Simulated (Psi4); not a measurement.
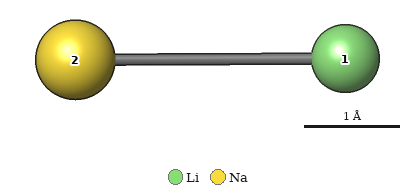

Fig. 1: The input geometry (ball-and-stick view, seen on its broad side; atoms are numbered from 1 in the order of the input). Sticks mark near contacts. Bond lengths as drawn: Li–Na 2.86 Å.

Excited-state calculation, with input and output: LiNa

LiNa (lithium sodium), SMILES [Li][Na], computed with TDA (CAM-B3LYP)/6-31G, RKS (Psi4 1.11).

The geometry was optimised with CAM-B3LYP/6-31G.

## Log
```
=> Loading Basis Set <=

    Name: 6-31G
    Role: ORBITAL
    Keyword: BASIS

         ---------------------------------------------------------
                                   SCF
                              RKS Reference
                        1 Threads,   1525 MiB Core
         ---------------------------------------------------------

  ==> Geometry <==

    Molecular point group: c1
    Full point group: C_inf_v

    Geometry (in Angstrom), charge = 0, multiplicity = 1:

       Center              X                  Y                   Z               Mass
    ------------   -----------------  -----------------  -----------------  -----------------
         LI           0.000000000000     0.000000000000    -2.188173559288     7.016003436600
         NA           0.000000000000     0.000000000000     0.667785440712    22.989769282000

  Running in c1 symmetry.

  Rotational constants: A = ************  B =      0.38448  C =      0.38448 [cm^-1]
  Rotational constants: A = ************  B =  11526.39960  C =  11526.39960 [MHz]
  Nuclear repulsion =    6.114530338884419

  Charge       = 0
  Multiplicity = 1
  Electrons    = 14
  Nalpha       = 7
  Nbeta        = 7

  ==> Algorithm <==

  SCF Algorithm Type is DF.
  DIIS enabled.
  MOM disabled.
  Fractional occupation disabled.
  Guess Type is SAD.
  Energy threshold   = 1.00e-06
  Density threshold  = 1.00e-06
  Integral threshold = 1.00e-12

  ==> Primary Basis <==

  Basis Set: 6-31G
    Blend: 6-31G
    Number of shells: 12
    Number of basis functions: 22
    Number of Cartesian functions: 22
    Spherical Harmonics?: false
    Max angular momentum: 1

  ==> DFT Potential <==

   => LibXC <=

    Version 7.1.2

   => Composite Functional: CAM-B3LYP <=

    CAM-B3LYP Hyb-GGA Exchange-Correlation Functional

    Deriv               =              1
    GGA                 =           TRUE
    Meta                =          FALSE

    Exchange Hybrid     =           TRUE
    MP2 Hybrid          =          FALSE

   => Exchange Functionals <=

    0.3500         Becke 88 [omega = 0.3300]
    0.4600   Short-range recipe for B88 functional - erf [omega = 0.3300]

   => Exact (HF) Exchange <=

    0.4600            HF,LR [omega = 0.3300]
    0.1900               HF

   => Correlation Functionals <=

    0.1900   Vosko, Wilk & Nusair (VWN5)
    0.8100   Lee, Yang & Parr

   => LibXC Density Thresholds  <==

    XC_HYB_GGA_XC_CAM_B3LYP:  1.00E-14

   => Molecular Quadrature <=

    Radial Scheme          =       TREUTLER
    Pruning Scheme         =           NONE
    Nuclear Scheme         =       TREUTLER

    Blocking Scheme        =         OCTREE
    BS radius alpha        =              1
    Pruning alpha          =              1
    Radial Points          =             75
    Spherical Points       =            302
    Total Points           =          43039
    Total Blocks           =            446
    Max Points             =            256
    Max Functions          =             22
    Weights Tolerance      =       1.00E-15

   => Loading Basis Set <=

    Name: (6-31G AUX)
    Role: JKFIT
    Keyword: DF_BASIS_SCF

  ==> Integral Setup <==

  DFHelper Memory: AOs need 0.003 GiB; user supplied 1.092 GiB.
  SCF_SUBTYPE=INCORE selected. In-core MEM_DF algorithm will be used.
  Using in-core AOs.

  ==> MemDFJK: Density-Fitted J/K Matrices <==

    J tasked:                   Yes
    K tasked:                   Yes
    wK tasked:                  Yes
    Omega:                3.300E-01
    Memory [MiB]:              1118
    Algorithm:                 Core
    Schwarz Cutoff:           1E-12
    Mask sparsity (%):       0.0000
    Fitting Condition:        1E-10

   => Auxiliary Basis Set <=

  Basis Set: (6-31G AUX)
    Blend: DEF2-UNIVERSAL-JKFIT
    Number of shells: 51
    Number of basis functions: 197
    Number of Cartesian functions: 197
    Spherical Harmonics?: false
    Max angular momentum: 4

  Cached 100.0% of DFT collocation blocks in 0.025 [GiB].

  Minimum eigenvalue in the overlap matrix is 7.0516780871E-03.
  Reciprocal condition number of the overlap matrix is 1.9469138345E-03.
    Using symmetric orthogonalization.

  ==> Pre-Iterations <==

  SCF Guess: Superposition of Atomic Densities via on-the-fly atomic UHF (no occupation information).

   -------------------------
    Irrep   Nso     Nmo
   -------------------------
     A         22      22
   -------------------------
    Total      22      22
   -------------------------

  ==> Iterations <==

                           Total Energy        Delta E     RMS |[F,P]|

   @DF-RKS iter SAD:  -169.56544587966562   -1.69565e+02   0.00000e+00
   @DF-RKS iter   1:  -169.74761885549435   -1.82173e-01   1.85910e-03 ADIIS/DIIS
   @DF-RKS iter   2:  -169.75338696677855   -5.76811e-03   3.04881e-04 ADIIS/DIIS
   @DF-RKS iter   3:  -169.75357865322815   -1.91686e-04   9.45550e-05 DIIS
   @DF-RKS iter   4:  -169.75360234856376   -2.36953e-05   1.52816e-05 DIIS
   @DF-RKS iter   5:  -169.75360299392179   -6.45358e-07   1.09473e-06 DIIS
   @DF-RKS iter   6:  -169.75360299732262   -3.40083e-09   1.29787e-07 DIIS
  Energy and wave function converged.

  ==> Post-Iterations <==

   Electrons on quadrature grid:
      Ntotal   =   14.0000003215 ; deviation = 3.215e-07

    Orbital Energies [Eh]
    ---------------------

    Doubly Occupied:

       1A    -38.545640     2A     -2.287059     3A     -2.072127
       4A     -1.216512     5A     -1.216281     6A     -1.216281
       7A     -0.165901

    Virtual:

       8A     -0.024192     9A      0.004846    10A      0.004846
      11A      0.023885    12A      0.049650    13A      0.049650
      14A      0.069414    15A      0.124459    16A      0.146259
      17A      0.149186    18A      0.149186    19A      0.191408
      20A      0.191408    21A      0.226959    22A      0.383134

    Final Occupation by Irrep:
              A
    DOCC [     7 ]
    NA   [     7 ]
    NB   [     7 ]

  @DF-RKS Final Energy:  -169.75360299732262

   => Energetics <=

    Nuclear Repulsion Energy =              6.1145303388844185
    One-Electron Energy =                -249.9201620881140116
    Two-Electron Energy =                  86.2101842175743371
    DFT Exchange-Correlation Energy =     -12.1581554656673259
    Empirical Dispersion Energy =           0.0000000000000000
    VV10 Nonlocal Energy =                  0.0000000000000000
    Total Energy =                       -169.7536029973226164

Computation Completed

Properties will be evaluated at   0.000000,   0.000000,   0.000000 [a0]

Properties computed using the SCF density matrix

 Multipole Moments:

 ------------------------------------------------------------------------------------
     Multipole            Electronic (a.u.)      Nuclear  (a.u.)        Total (a.u.)
 ------------------------------------------------------------------------------------

 L = 1.  Multiply by 2.5417464519 to convert [e a0] to [Debye]
 Dipole X            :         -0.0000000            0.0000000           -0.0000000
 Dipole Y            :         -0.0000000            0.0000000           -0.0000000
 Dipole Z            :         -1.4560428            1.4761013            0.0200585
 Magnitude           :                                                    0.0200585

 ------------------------------------------------------------------------------------

	total time  =          1 seconds =       0.02 minutes

******************************************************************************************
**********                               WARNING                                **********
**********       The names of excited state variables changed between 1.5       **********
**********     and 1.6. For a quick solution, remove the symmetry specifier     **********
**********   from the variable name. For full details, see 'Notes on Psivars'   **********
**********                        in the documentation.                         **********
******************************************************************************************

         ---------------------------------------------------------
                         TDSCF excitation energies
         ---------------------------------------------------------

  ==> Options <==

     Residual threshold  : 1.0000e-04
     Initial guess       : denominators
     Reference           : RHF
     Solver type         : TDA (Davidson)

  ==> Requested Excitations <==

      6 singlet states with A symmetry

  ==> Seeking the lowest 6 singlet states with A symmetry

                         Generalized Davidson Solver

  ==> Options <==

    Max number of iterations        = 60
    Eigenvector tolerance           = 1.0000e-04
    Max number of expansion vectors = 1200

  => Iterations <=
                           Max[D[value]]     Max[|R|]   # vectors
  DavidsonSolver iter   1:   1.30617e-01  1.16395e-02     24
  DavidsonSolver iter   2:   9.05162e-05  2.70532e-04     30
  DavidsonSolver iter   3:   4.83632e-08  7.44903e-06     36      Converged

******************************************************************************************
**********                               WARNING                                **********
**********  Length-gauge rotatory strengths are **NOT** gauge-origin invariant  **********
******************************************************************************************

                                    Excitation Energy         Total Energy        Oscillator Strength             Rotatory Strength
     #   Sym: GS->ES (Trans)        au              eV              au          au (length)    au (velocity)    au (length)    au (velocity)
    ---- -------------------- --------------- --------------- --------------- --------------- --------------- --------------- ---------------
     1        A->A (1 A)       0.08602         2.34084        -169.66758       0.8580          0.3337         -0.0000         -0.0000
     2        A->A (1 A)       0.10698         2.91119        -169.64662       0.7958          0.4245         -0.0000         -0.0000
     3        A->A (1 A)       0.10698         2.91119        -169.64662       0.7958          0.4245          0.0000          0.0000
     4        A->A (1 A)       0.11857         3.22652        -169.63503       0.0124          0.0086          0.0000          0.0000
     5        A->A (1 A)       0.13059         3.55355        -169.62301       0.0001          0.0002         -0.0000         -0.0000
     6        A->A (1 A)       0.13059         3.55355        -169.62301       0.0001          0.0002          0.0000          0.0000

Contributing excitations
Only contributions with abs(coeff) > 1.00e-01 will be printed:

Excited State    1 (1 A):   0.08602 au   529.66 nm f = 0.8580
  Sums of squares: Xssq =  1.000000e+00
      7a  ->   8a     0.989554 (97.922%)
      7a  ->  11a     0.111603 ( 1.246%)

Excited State    2 (1 A):   0.10698 au   425.89 nm f = 0.7958
  Sums of squares: Xssq =  1.000000e+00
      7a  ->   9a     0.707512 (50.057%)
      7a  ->  10a     0.704265 (49.599%)

Excited State    3 (1 A):   0.10698 au   425.89 nm f = 0.7958
  Sums of squares: Xssq =  1.000000e+00
      7a  ->   9a     0.704265 (49.599%)
      7a  ->  10a    -0.707512 (50.057%)

Excited State    4 (1 A):   0.11857 au   384.27 nm f = 0.0124
  Sums of squares: Xssq =  1.000000e+00
      7a  ->   8a    -0.106338 ( 1.131%)
      7a  ->  11a     0.973077 (94.688%)
      7a  ->  14a     0.179222 ( 3.212%)

Excited State    5 (1 A):   0.13059 au   348.90 nm f = 0.0001
  Sums of squares: Xssq =  1.000000e+00
      7a  ->  12a    -0.995397 (99.081%)

Excited State    6 (1 A):   0.13059 au   348.90 nm f = 0.0001
  Sums of squares: Xssq =  1.000000e+00
      7a  ->  13a    -0.995397 (99.081%)

******************************************************************************************
**********                               WARNING                                **********
**********       The names of excited state variables changed between 1.5       **********
**********     and 1.6. For a quick solution, remove the symmetry specifier     **********
**********   from the variable name. For full details, see 'Notes on Psivars'   **********
**********                        in the documentation.                         **********
******************************************************************************************
```

## Standard output
```
root 1: 2.3408 eV  f = 0.8580  A
root 2: 2.9112 eV  f = 0.7958  A
root 3: 2.9112 eV  f = 0.7958  A
root 4: 3.2265 eV  f = 0.0124  A
root 5: 3.5536 eV  f = 0.0001  A
root 6: 3.5536 eV  f = 0.0001  A
E = -169.753602997
```

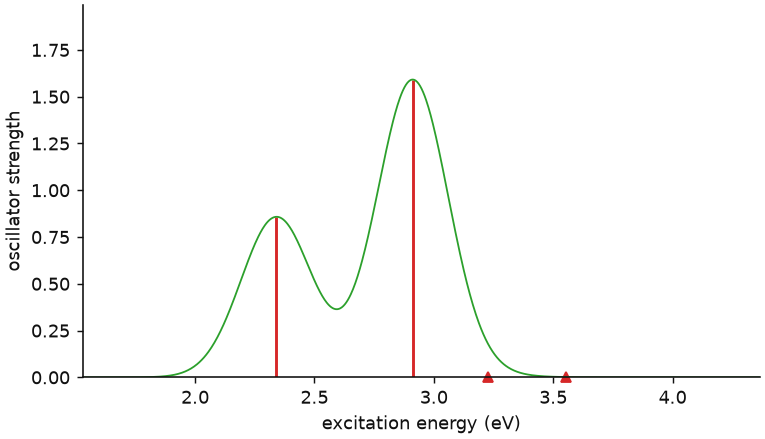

Fig. 2: Computed excitations as sticks (degenerate states added up, dark ones marked on the axis), with a Gaussian envelope of 0.35 eV full width at half maximum, scaled to the tallest. Of the 6 states the lowest lies at 2.34 eV (f = 0.858); the strongest line is at 2.91 eV, or 426 nm (f = 1.592, summed over 2 states that lie within 0.004 eV).

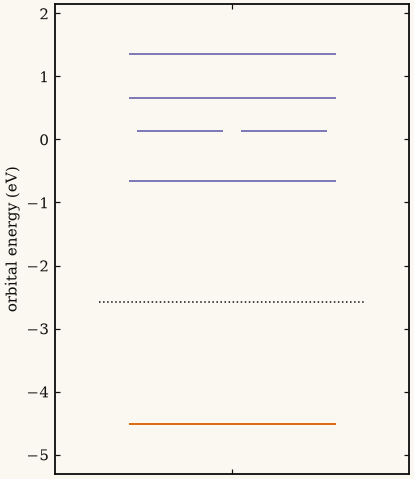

Fig. 3: Orbital energies near the frontier; the dotted line parts filled from empty levels, and levels within 0.02 eV of each other stand side by side. Highest filled −4.51 eV, lowest empty −0.66 eV, 3.85 eV apart.

The run was set up as follows.

## The input (lina.py)
```python
import psi4

psi4.set_memory(1600000000)
psi4.set_num_threads(1)
psi4.core.set_output_file('output.dat', False)

with open('lina.xyz') as f:
    atoms = ''.join(f.readlines()[2:])
molecule = psi4.geometry('0 1\n' + atoms + 'symmetry c1')

psi4.set_options(dict(basis='6-31G', reference='rks', save_jk=True))

from psi4.driver.procrouting.response.scf_response import tdscf_excitations
E, wfn = psi4.energy('cam-b3lyp', molecule=molecule, return_wfn=True)
states = tdscf_excitations(wfn, states=6, tda=True)
for k, s in enumerate(states, 1):
    print(f"root {k}: {s['EXCITATION ENERGY'] * 27.211386:.4f} eV  f = {s['OSCILLATOR STRENGTH (LEN)']:.4f}  {s['SYMMETRY']}")
print('E =', round(E, 9))
```

## File lina.xyz
```
2
LiNa
Li     0.000000     0.000000    -0.035213
Na     0.000000     0.000000     2.820746
```

Command:
```bash
python lina.py
```

## Summary

- outcome: converged
- total energy: −169.753603 hartree
- basis functions: 22
- HOMO: −4.51 eV
- LUMO: −0.66 eV
- dipole moment: 0.05 D
- lowest excitation: 2.34 eV
- hardware: 1 thread of Intel Xeon @ 2.90GHz (Ice Lake), 192 GiB of memory available, shared host
- wall time: 4.2 s
- peak memory: 0.23 GiB
